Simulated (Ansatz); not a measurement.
# Is the response still linear at 0.4 V/Å? Mo(110), 5 layers

The dipole of a slab grows in proportion to a weak field along its normal. Does the weak-field slope carry to a strong field?

Set-up. Ansatz 0.2.0, plane waves with PAW datasets (its set soft_2), PBE; atoms held at bulk places, 18 Å of vacuum, dipole correction, cell area 7.02 Å², 20×20 k-points, smearing 0.1 eV. Without field the slab has no gap over 0.05 eV.

```tsv
run	field (V/Å)	dipole (e·Å)
run 1	−0.10	−0.05031
run 2	−0.05	−0.02515
run 3	0.00	0.00000
run 4	0.05	0.02515
run 5	0.10	0.05031
run 6	0.40	?
```

Q: Estimate the withheld value from the rows shown.

A least-squares line through the 5 rows shown has slope 0.503080 and intercept 0.000000; no row lies more than 0.00001 e·Å off it. A perfect conductor with that slope would be 180.95 × 0.50308 / 7.02 = 12.97 Å thick. At 0.40 it gives 0.503080 × 0.40 + 0.000000 = 0.20123 e·Å, beyond the rows fitted. Rounding and scatter of the rows alone allow about ±0.00002 e·Å there.

The run itself gives 0.20139 e·Å: a miss of +0.00016 e·Å. That is under 1 % of the induced dipole, so the response is still linear.

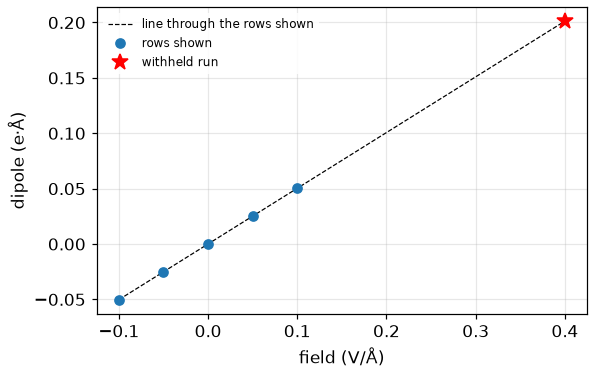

The fit and the withheld run.

Caveats: Ions are held, so this is the electronic response. Of the series that stay linear within 1 %, this collection keeps about one in seven, and it keeps all that bend.

[Logs are printed without paths, hosts, clocks, repeated set-up lines and the standing remarks that a program may print on its own settings, such as how far it seeks lower states.]
